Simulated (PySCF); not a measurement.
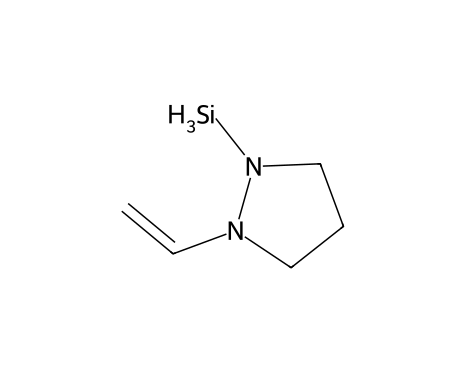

The computed structure is the end point of a GFN2-xTB optimisation. No frequency run is at hand to confirm it as a minimum. Level of theory: PBE0/pcSseg-1, gas phase (PySCF 2.14.0).

Predict the main results.

The species is C₅H₁₂N₂Si (`C=CN1CCCN1[SiH3]`).
- dipole moment: 2.08 D
- HOMO energy (Kohn–Sham orbital): −5.53 eV
- LUMO energy (Kohn–Sham orbital): 0.53 eV
- HOMO–LUMO gap: 6.06 eV

The geometry is semi-empirical. Around Si such bond lengths and angles can be off by a tenth of an ångström or more and by several degrees, and values that hang on the shape move with them.
